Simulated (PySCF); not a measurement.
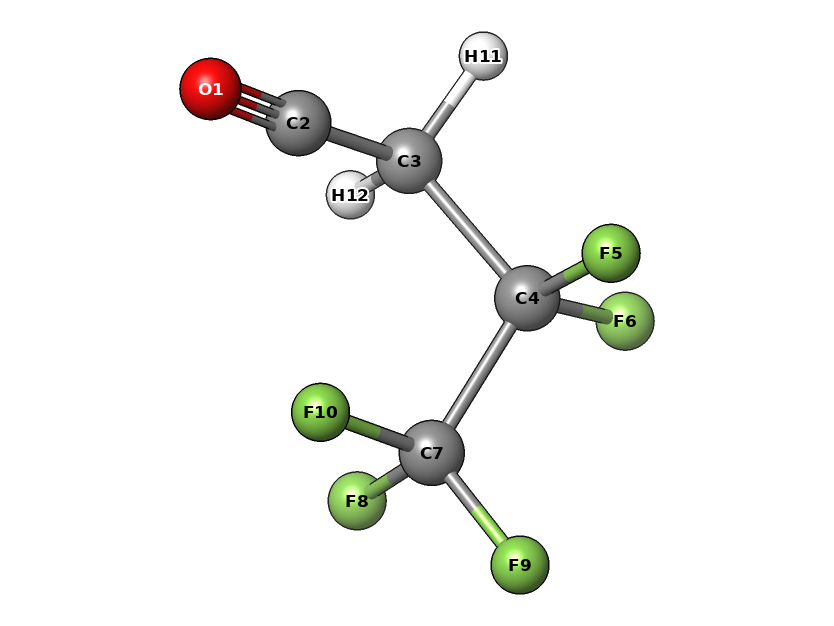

Charge +1, singlet. Computed geometry: GFN2-xTB optimisation. No frequency run is at hand to confirm it as a minimum. Properties computed with B3LYP/pcJ-1 indirect spin-spin coupling, non-relativistic, gas phase (PySCF 2.14.0). Isotopes: 13C, 19F, 1H, 17O.

Give the spin–spin coupling constants of these pairs, with the number of bonds between them: C4/F5, C7/F9, C4/F8, F5/F6, F5/C7, F8/F9, F9/F10, C3/F8, F5/H12, F6/H11, F6/F10.

```json
{"pair": "C4, F5", "bonds apart": "1", "J (Hz)": "−359.2"}
{"pair": "C7, F9", "bonds apart": "1", "J (Hz)": "−402.3"}
{"pair": "C4, F8", "bonds apart": "2", "J (Hz)": "46.3"}
{"pair": "F5, F6", "bonds apart": "2", "J (Hz)": "185.9"}
{"pair": "F5, C7", "bonds apart": "2", "J (Hz)": "30.9"}
{"pair": "F8, F9", "bonds apart": "2", "J (Hz)": "36.1"}
{"pair": "F9, F10", "bonds apart": "2", "J (Hz)": "50.6"}
{"pair": "C3, F8", "bonds apart": "3", "J (Hz)": "−0.9"}
{"pair": "F5, H12", "bonds apart": "3", "J (Hz)": "18.5"}
{"pair": "F6, H11", "bonds apart": "3", "J (Hz)": "2.7"}
{"pair": "F6, F10", "bonds apart": "3", "J (Hz)": "2.2"}
```

Density functionals are unreliable for couplings to fluorine, so those rows may be far off.
